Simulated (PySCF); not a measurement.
C$_{5}$H$_{4}$F$_{3}$ (SMILES [CH2]C#CCC(F)(F)F) (doublet)

The calculation's input:

```
{"job": {"kind": "epr", "basis": "pcH-1"}, "charge": 0, "multiplicity": 2}
C      2.893230     0.254253    -0.045056
C      1.582892    -0.035063    -0.190741
C      0.405289    -0.321230    -0.343710
C     -1.004613    -0.613388    -0.465935
C     -1.826664     0.294761     0.440998
F     -1.515365     0.147609     1.734869
F     -1.674329     1.592455     0.149319
F     -3.140973     0.031354     0.332659
H      3.216312     1.272938     0.063829
H      3.629186    -0.528397    -0.026694
H     -1.347928    -0.446955    -1.493250
H     -1.215839    -1.649021    -0.182314
```

Run with:

```sh
OMP_NUM_THREADS=1 python probes_run.py task.json out
```

Geometry: GFN2-xTB.

Computed with UKS B3LYP, pcH-1 on C F H, non-relativistic, mean-field spin-orbit, GIAO in PySCF.

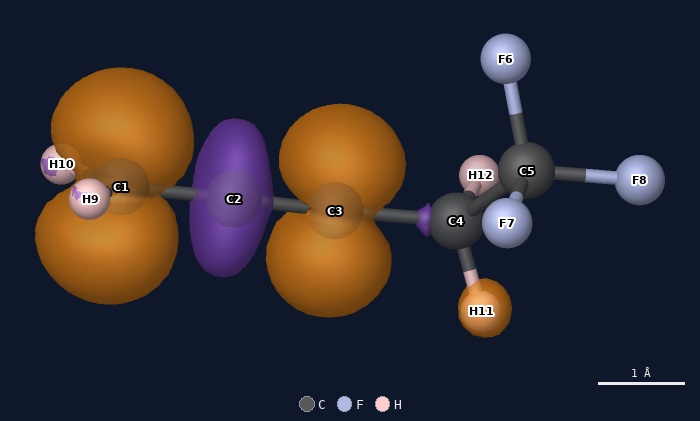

Figure 1. Isosurfaces of the spin density (α minus β) at +0.03 (orange) and −0.03 e/Å³ (purple), seen from one side.

### Describe the spin distribution.

The unpaired spin (1 electron) lies mostly on C1 (about 0.5) and C3 (about 0.3), in electrons by Hirshfeld's partition.

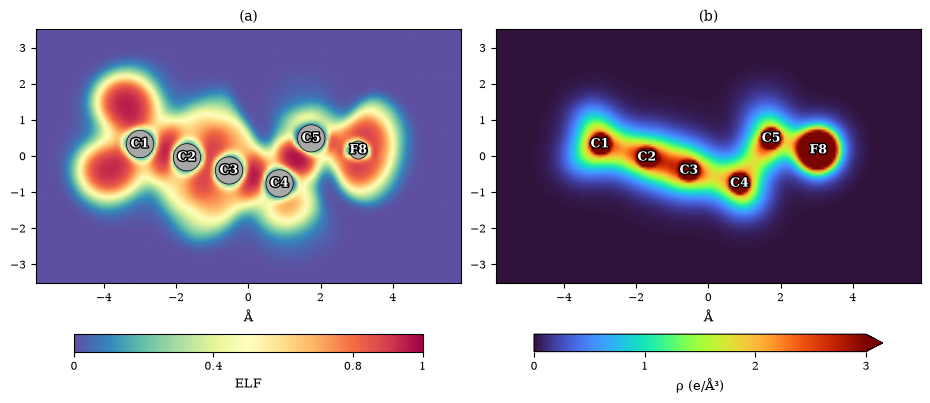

Figure 2. (a) ELF; (b) total electron density on the plane of atoms C4, C5 and F8. Grey discs cover the atomic cores in the ELF map.

### What does the map show?

The plane passes through C and F nuclei.
C–C (1.22 Å): ρ at the midpoint is about 2.7 e/Å³; the ELF peaks at about 0.85 between the atoms: a multiple bond.
C–F (1.34 Å): ρ is about 2.3 e/Å³ halfway, with its minimum of 1.9 e/Å³ about 0.5 Å from C; the ELF peaks at about 0.85 between the atoms: a polar covalent bond.
C–C (1.35 Å): ρ is about 2.2 e/Å³ halfway; the ELF peaks at about 0.95 between the atoms, as expected for localised, covalent bonding.
The ELF also peaks beside F8, away from the bonds: non-bonding electrons, paired or unpaired.

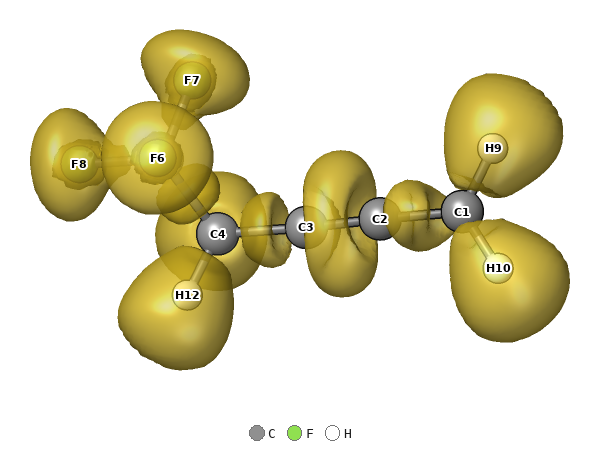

Figure 3. Isosurface of the electron localisation function at 0.75 (yellow), seen at an oblique angle. Core shells and regions of very low density are left out.

### Where are the electrons localised?

The surface consists of four regions between bonded C–C atoms (shared pairs), four regions around hydrogen nuclei and three regions on F in which the atom's valence shell and bonds are merged.

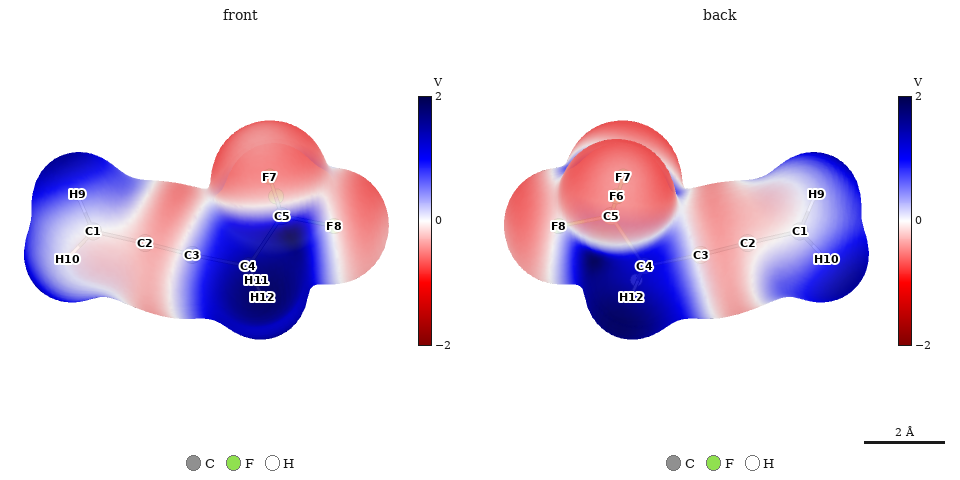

Figure 4. The molecular electrostatic potential painted on the density surface at 0.004 e/bohr³, seen from the front and from behind; red is negative and blue positive.

### Where is the surface potential most negative and most positive?

The most negative region (about −0.7 V) lies over F6 and F7, the most positive (about +1.9 V) over C5, H11 and H12.
